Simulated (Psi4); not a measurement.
# One shape, several levels: doublet [GaH3]−

Wanted: a comparison of 3 runs (UHSE06/def2-TZVPPD, UTPSSh/def2-TZVPPD, UMP3/def2-TZVPPD) of doublet [GaH3]−. 

The results are computed with Psi4 1.11.

**1. The molecule**

[GaH3]−: 4 atoms, total charge -1, spin state doublet. SMILES of the parent species: `[GaH3]`. The shape is that of a PBE0-D4/def2-TZVP optimisation. That shape belongs to the parent species and isn't relaxed for this state.

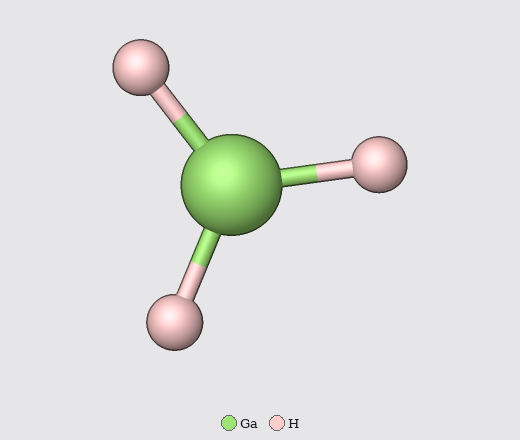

The structure, seen from a chosen angle (gallium green, hydrogen pink).

**2. A single-point energy at UHSE06/def2-TZVPPD (run 1)**

The input, job.inp:

```
memory 2200 MB

molecule {
  -1 2
  Ga
  H 1 R2
  H 1 R3 2 A3
  H 1 R4 3 A4 2 D4

  R2 = 1.568434
  R3 = 1.568404
  A3 = 119.9994
  R4 = 1.568358
  A4 = 120.00294
  D4 = 179.88964
  symmetry c1
}

set {
  basis                def2-TZVPPD
  reference            uks
  puream               true
  e_convergence        1e-09
  d_convergence        1e-08
  scf_type             pk
  dft_radial_points    99
  dft_spherical_points 590
  maxiter              100
}

energy("hse06")
print_variables()
```

Started as:

```bash
$ psi4 -n 1 job.inp job.out
```

job.out:

```text
[...]
  Running in c1 symmetry.
[...]
  Nuclear repulsion =   31.962563877615406
[...]
  Multiplicity = 2
[...]
  Nalpha       = 18
  Nbeta        = 17
[...]
    Number of basis functions: 105
[...]
   @UKS iter   1: -1923.77762418027896   -7.56667e-01   3.36282e-02 DIIS/ADIIS
[...]
   @UKS iter  12: -1926.36226896418998    5.88443e-10   4.43015e-09 DIIS
[...]
   @S^2 Observed:                7.540911768E-01
[...]
  @UKS Final Energy: -1926.36226896418998
   => Energetics <=
    Nuclear Repulsion Energy =             31.9625638776154055
    One-Electron Energy =               -2757.5630917213798057
    Two-Electron Energy =                 857.1666903728507805
    DFT Exchange-Correlation Energy =     -57.9284314932765980
    Empirical Dispersion Energy =           0.0000000000000000
    VV10 Nonlocal Energy =                  0.0000000000000000
    Total Energy =                      -1926.3622689641899797
[...]
 Multipole Moments:
 ------------------------------------------------------------------------------------
     Multipole            Electronic (a.u.)      Nuclear  (a.u.)        Total (a.u.)
 ------------------------------------------------------------------------------------
 L = 1.  Multiply by 2.5417464519 to convert [e a0] to [Debye]
 Dipole X            :          0.0011219           -0.0025892           -0.0014673
 Dipole Y            :         -0.0000438            0.0000171           -0.0000267
 Dipole Z            :         -0.0002162            0.0001236           -0.0000926
 Magnitude           :                                                    0.0014705
[...]
```

Wall time 30 s (1 thread of Intel Xeon Platinum 8488C (Sapphire Rapids), shared host); peak memory 1.2 GiB.

**3. A single-point energy at UTPSSh/def2-TZVPPD (run 2)**

The input, calc.in:

```
memory 2200 mb

molecule mol {
  -1 2
  Ga     0.013400    -0.014900    -0.004600
  H      1.252400     0.343800     0.887700
  H     -0.552100    -1.477800    -0.009700
  H     -0.658400     1.088700    -0.893700
  symmetry c1
}

set {
  basis                def2-TZVPPD
  reference            uks
  puream               true
  e_convergence        1e-09
  d_convergence        1e-08
  scf_type             pk
  dft_radial_points    99
  dft_spherical_points 590
  maxiter              100
}

e, wfn = energy("tpssh", return_wfn=True)
oeprop(wfn, "LOWDIN_CHARGES", "MAYER_INDICES", "WIBERG_LOWDIN_INDICES")
```

Started as:

```bash
$ psi4 calc.in calc.out -n 1
```

calc.out:

```text
[...]
  Running in c1 symmetry.
[...]
  Nuclear repulsion =   31.962558411197463
[...]
  Multiplicity = 2
[...]
  Nalpha       = 18
  Nbeta        = 17
[...]
    Number of basis functions: 105
[...]
   @UKS iter   1: -1923.96956334528659   -5.79976e-01   3.40275e-02 ADIIS/DIIS
[...]
   @UKS iter  12: -1926.60726621912863   -1.04592e-11   6.68899e-09 DIIS
[...]
   @S^2 Observed:                7.541414880E-01
[...]
  @UKS Final Energy: -1926.60726621912863
   => Energetics <=
    Nuclear Repulsion Energy =             31.9625584111974632
    One-Electron Energy =               -2757.2137545843434054
    Two-Electron Energy =                 867.4608986314065078
    DFT Exchange-Correlation Energy =     -68.8169686773889708
    Empirical Dispersion Energy =           0.0000000000000000
    VV10 Nonlocal Energy =                  0.0000000000000000
    Total Energy =                      -1926.6072662191286327
[...]
 Multipole Moments:
 ------------------------------------------------------------------------------------
     Multipole            Electronic (a.u.)      Nuclear  (a.u.)        Total (a.u.)
 ------------------------------------------------------------------------------------
 L = 1.  Multiply by 2.5417464519 to convert [e a0] to [Debye]
 Dipole X            :         -0.0008127            0.0016826            0.0008699
 Dipole Y            :          0.0002375           -0.0005938           -0.0003563
 Dipole Z            :          0.0006522           -0.0018805           -0.0012283
 Magnitude           :                                                    0.0015467
[...]
```

Wall time 38 s (1 thread of Intel Xeon Platinum 8488C (Sapphire Rapids), shared host); peak memory 1 GiB.

**4. The energy at UMP3/def2-TZVPPD (run 3)**

The input, gah3.json:

```json
{
 "schema_name": "qcschema_input",
 "schema_version": 1,
 "molecule": {
  "schema_name": "qcschema_molecule",
  "schema_version": 2,
  "symbols": ["Ga", "H", "H", "H"],
  "geometry": [0.02532233, -0.02815692, -0.00869274, 2.366693, 0.64968784, 1.67750988, -1.04331779, -2.79263727, -0.01833034, -1.24419568, 2.05734483, -1.68884824],
  "molecular_charge": -1,
  "molecular_multiplicity": 2,
  "fix_symmetry": "c1",
  "fix_com": true,
  "fix_orientation": true
 },
 "driver": "energy",
 "model": {
  "method": "mp3",
  "basis": "def2-TZVPPD"
 },
 "keywords": {
  "reference": "uhf",
  "puream": true,
  "e_convergence": 1e-09,
  "d_convergence": 1e-08,
  "scf_type": "pk",
  "num_frozen_docc": 9,
  "maxiter": 100,
  "mp_type": "conv"
 }
}
```

Started as:

```bash
$ psi4 --qcschema gah3.json -n 1 --memory 2200MB
```

stdout:

```text
[...]
  Running in c1 symmetry.
[...]
  Nuclear repulsion =   31.962558418829840
[...]
  Multiplicity = 2
[...]
  Nalpha       = 18
  Nbeta        = 17
[...]
    Number of basis functions: 105
[...]
   @UHF iter   1: -1922.93447234708765   -2.26150e+00   2.98276e-02 DIIS/ADIIS
[...]
   @UHF iter  14: -1924.94284080914372   -1.38698e-11   6.11721e-09 DIIS
[...]
   @S^2 Observed:                7.657940074E-01
[...]
  @UHF Final Energy: -1924.94284080914372
   => Energetics <=
    Nuclear Repulsion Energy =             31.9625584188298397
    One-Electron Energy =               -2758.6886882898006661
    Two-Electron Energy =                 801.7832890618273041
    Total Energy =                      -1924.9428408091434903
  UHF NO Occupations:
  HONO-2 :   16  A 1.9989818
  HONO-1 :   17  A 1.9942102
[...]
 Multipole Moments:
 ------------------------------------------------------------------------------------
     Multipole            Electronic (a.u.)      Nuclear  (a.u.)        Total (a.u.)
 ------------------------------------------------------------------------------------
 L = 1.  Multiply by 2.5417464519 to convert [e a0] to [Debye]
 Dipole X            :         -0.8872443            0.8641718           -0.0230726
 Dipole Y            :          0.9857367           -0.9584691            0.0272676
 Dipole Z            :          0.3048915           -0.2991436            0.0057479
 Magnitude           :                                                    0.0361787
[...]
	SCS-MP2 Total Energy (a.u.)        : -1925.19639851122201
	SOS-MP2 Total Energy (a.u.)        : -1925.19166787525273
[...]
	SOS-PI-MP2 Total Energy (a.u.)     : -1925.21080841879962
[...]
	MP2 Total Energy (a.u.)            : -1925.20585978316058
[...]
	SCS-MP3 Total Energy (a.u.)        : -1925.19655595269046
[...]
	MP3 Total Energy (a.u.)            : -1925.20648954903413
[...]
```

The result, in JSON:

```text
{
 "driver": "energy",
 "model": {
  "method": "mp3",
  "basis": "def2-TZVPPD"
 },
 "success": true,
 "return_result": -1925.2064895490341,
 "properties": {
  "calcinfo_nbasis": 105,
  "calcinfo_nmo": 105,
  "calcinfo_nalpha": 18,
  "calcinfo_nbeta": 17,
  "calcinfo_natom": 4,
  "nuclear_repulsion_energy": 31.96255841882984,
  "return_energy": -1925.2064895490341,
  "scf_one_electron_energy": -2758.6886882898007,
  "scf_two_electron_energy": 801.7832890618273,
  "scf_dipole_moment": [-0.023072571680883946, 0.02726756877229275, 0.005747855163575788],
  "scf_total_energy": -1924.9428408091437,
  "scf_iterations": 14,
  "mp2_same_spin_correlation_energy": -0.07161353854850801,
  "mp2_opposite_spin_correlation_energy": -0.1914054354684627,
  "mp2_singles_energy": 0.0,
  "mp2_doubles_energy": -0.2630189740169707,
  "mp2_correlation_energy": -0.2630189740168589,
  "mp2_total_energy": -1925.2058597831606
 }
}
```

It took 20 s on 1 thread of Intel Xeon Platinum 8488C (Sapphire Rapids), shared host; peak memory 1.1 GiB.

**5. Overview of the runs**

```csv
run,level,properties,frozen core orbitals,energy (Eh),HOMO energy (eV),LUMO energy (eV),⟨S²⟩,wall time
1,UHSE06/def2-TZVPPD,–,0,-1926.362269,2.17,3.82,0.754,30 s
2,UTPSSh/def2-TZVPPD,"(lowdin, mayer, wiberg)",0,-1926.607266,2.20,3.86,0.754,38 s
3,UMP3/def2-TZVPPD,–,9,-1925.206490,0.18,5.32,0.766,20 s
```

**6. What came out**

```
                                                         quantity           value
                                              run 3: total energy  -1925.20649 Eh
run 3: HOMO energy (Hartree–Fock orbitals) (highest over α and β)         0.18 eV
 run 3: LUMO energy (Hartree–Fock orbitals) (lowest over α and β)         5.32 eV
               run 3: correlation energy (9 core orbitals frozen)      -263.6 mEh
                         run 3: ⟨S²⟩ of the reference determinant           0.766
```

What this shows: Totals of different functionals can't be ranked against each other. In runs 1, 2, 3 the HOMO lies above zero, so the outermost electron may be held by the basis alone. All runs together took 89 s, the longest 38 s.
